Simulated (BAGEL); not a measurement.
# SiHF3 (SMILES [H][Si](F)(F)F): HF/6-311+G(d,p) (density fitting with qzvpp-jkfit)

What is the vertical ionisation energy of SiHF3 at HF/6-311+G** (density fitting with qzvpp-jkfit)? 

Program for the calculation: BAGEL 1.2.2.

2 further runs of the same task are left out: 2 that didn't finish. Runs told in other sessions of the task aren't counted.

## 1. The structure to begin with

SiHF3: 5 atoms, total charge 0, spin state singlet. SMILES: `[H][Si](F)(F)F`. The shape is that of a GFN2-xTB optimisation.

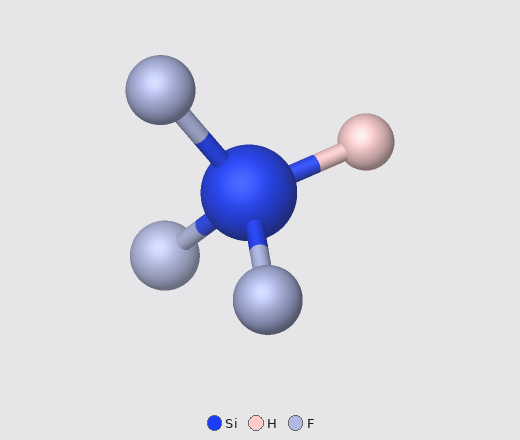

The structure, seen from a chosen angle (silicon blue, hydrogen pink, fluorine light blue).

## 2. A single-point energy at HF/6-311+G(d,p) (density fitting with qzvpp-jkfit)

Input file hf.json:

```json
{ "bagel": [

{
  "title": "molecule",
  "basis": "6-311+gss.json",
  "df_basis": "qzvpp-jkfit",
  "angstrom": true,
  "geometry": [
    { "atom": "Si", "xyz": [    0.000340,   -0.000830,    0.089700 ] },
    { "atom": "H", "xyz": [    0.013020,   -0.018610,    1.516860 ] },
    { "atom": "F", "xyz": [    1.447640,    0.010870,   -0.544430 ] },
    { "atom": "F", "xyz": [   -0.734060,    1.260040,   -0.516490 ] },
    { "atom": "F", "xyz": [   -0.726940,   -1.251460,   -0.545640 ] }
  ]
},
{ "title": "hf" },
{ "title": "print", "file": "orbitals.molden", "orbitals": true }

]}
```

The basis set 6-311+G** is read from a file made from the Basis Set Exchange's data (not shown).

Launch:

```sh
BAGEL_NUM_THREADS=1 BAGEL hf.json > hf.out
```

What it wrote:

```text
* using 1 threads per process

  ===============================================================
  ===============================================================

  *** Geometry ***

  { "atom" : "Si", "xyz" : [      0.000643,     -0.001568,      0.169508 ] },
  { "atom" : "H", "xyz" : [      0.024604,     -0.035168,      2.866450 ] },
  { "atom" : "F", "xyz" : [      2.735643,      0.020541,     -1.028824 ] },
  { "atom" : "F", "xyz" : [     -1.387172,      2.381131,     -0.976025 ] },
  { "atom" : "F", "xyz" : [     -1.373718,     -2.364917,     -1.031110 ] },

  Number of auxiliary basis functions:      377

  Since a DF basis is specified, we compute 2- and 3-index integrals:
    o Being stored without compression. Storage requirement is 0.031 GB

  Number of basis functions:      102
  Number of electrons      :       42

    * METHOD: MOLECULE                             0.15

  *** RHF ***

  === Nuclear Repulsion ===
   188.6278466158

      * DIIS with orbital gradients will be used.

  === RHF iteration (6-311+gss.json) ===
      0       -587.66360271          0.03793328           0.06
      1       -587.92737543          0.02687632           0.06
      2       -588.11837911          0.00141663           0.06
      3       -588.11966223          0.00018452           0.06
      4       -588.11968737          0.00005548           0.06
      5       -588.11968975          0.00001434           0.06
      6       -588.11968992          0.00000241           0.06
      7       -588.11968992          0.00000074           0.06
      8       -588.11968992          0.00000026           0.06
      9       -588.11968992          0.00000004           0.06
     10       -588.11968992          0.00000001           0.06
     11       -588.11968992          0.00000000           0.06
    * SCF iteration converged.

    * Permanent dipole moment:
           (   -0.006796,     0.010651,    -0.957013) a.u.

    * METHOD: HF                                   0.85

    * METHOD: PRINT                                0.02

  ===============================================================
```

Wall time 1.2 s (1 thread of Arm Neoverse V1, shared host); peak memory 0.11 GiB.

## 3. The doublet cation, same level

Input file input.json:

```json
{ "bagel" : [

{
  "title" : "molecule",
  "basis" : "6-311+gss.json",
  "df_basis" : "qzvpp-jkfit",
  "angstrom" : "true",
  "geometry" : [
    { "atom" : "Si", "xyz" : [       0.000340,      -0.000830,       0.089700 ] },
    { "atom" : "H", "xyz" : [       0.013020,      -0.018610,       1.516860 ] },
    { "atom" : "F", "xyz" : [       1.447640,       0.010870,      -0.544430 ] },
    { "atom" : "F", "xyz" : [      -0.734060,       1.260040,      -0.516490 ] },
    { "atom" : "F", "xyz" : [      -0.726940,      -1.251460,      -0.545640 ] }
  ]
},

{ "title" : "uhf", "charge" : 1, "nopen" : 1 },

{ "title" : "print", "file" : "orbitals.molden", "orbitals" : "true" }

]}
```

The basis set 6-311+G** is read from a file made from the Basis Set Exchange's data (not shown).

Launch:

```sh
BAGEL_NUM_THREADS=1 BAGEL input.json > input.out
```

What it wrote:

```text
* using 1 threads per process

  ===============================================================
  ===============================================================

  *** Geometry ***

  { "atom" : "Si", "xyz" : [      0.000643,     -0.001568,      0.169508 ] },
  { "atom" : "H", "xyz" : [      0.024604,     -0.035168,      2.866450 ] },
  { "atom" : "F", "xyz" : [      2.735643,      0.020541,     -1.028824 ] },
  { "atom" : "F", "xyz" : [     -1.387172,      2.381131,     -0.976025 ] },
  { "atom" : "F", "xyz" : [     -1.373718,     -2.364917,     -1.031110 ] },

  Number of auxiliary basis functions:      377

  Since a DF basis is specified, we compute 2- and 3-index integrals:
    o Being stored without compression. Storage requirement is 0.031 GB

  Number of basis functions:      102
  Number of electrons      :       42

    * METHOD: MOLECULE                             0.15

  *** Open-shell HF ***

  === Nuclear Repulsion ===
   188.6278466158

      * DIIS with orbital gradients will be used.

  === UHF iteration (6-311+gss.json) ===
      0       -587.07407450          0.07424890           0.11
      1       -587.30820653          0.06122092           0.11
      2       -587.44571076          0.04287096           0.11
      3       -587.57077688          0.00167946           0.12
      4       -587.57213929          0.00065801           0.12
      5       -587.57244419          0.00025238           0.11
      6       -587.57248714          0.00009813           0.12
      7       -587.57249595          0.00004106           0.12
      8       -587.57249904          0.00002270           0.12
      9       -587.57250035          0.00000953           0.12
     10       -587.57250080          0.00000304           0.12
     11       -587.57250087          0.00000195           0.12
     12       -587.57250090          0.00000108           0.12
     13       -587.57250091          0.00000042           0.12
     14       -587.57250091          0.00000011           0.12
     15       -587.57250091          0.00000004           0.12
     16       -587.57250091          0.00000002           0.12
     17       -587.57250091          0.00000001           0.12
    * SCF iteration converged.

    * S^2 (UHF) is 0.7646

    * Permanent dipole moment:
           (   -0.022612,     0.031930,    -2.659276) a.u.

    * METHOD: UHF                                  2.25

    * METHOD: PRINT                                0.02

  ===============================================================
```

Wall time 2.5 s (1 thread of Arm Neoverse V1, shared host); peak memory 0.11 GiB.

## 4. Outcome

At HF/6-311+G** (density fitting with qzvpp-jkfit):

| quantity | value |
| --- | --- |
| singlet SiHF3: total energy | -588.11969 Eh |
| singlet SiHF3: dipole moment | 2.43 D |
| singlet SiHF3: HOMO energy | -16.02 eV |
| singlet SiHF3: LUMO energy | 1.64 eV |
| singlet SiHF3: HOMO–LUMO gap | 17.66 eV |
| doublet cation: total energy | -587.57250 Eh |
| doublet cation: ⟨S²⟩ | 0.765 |
| vertical ionisation energy (to the doublet cation) | 14.890 eV |

The vertical ionisation energy comes to 14.89 eV (1437 kJ/mol). −ε(HOMO) before ionisation, 16.02 eV, is 1.13 eV above this ionisation energy.
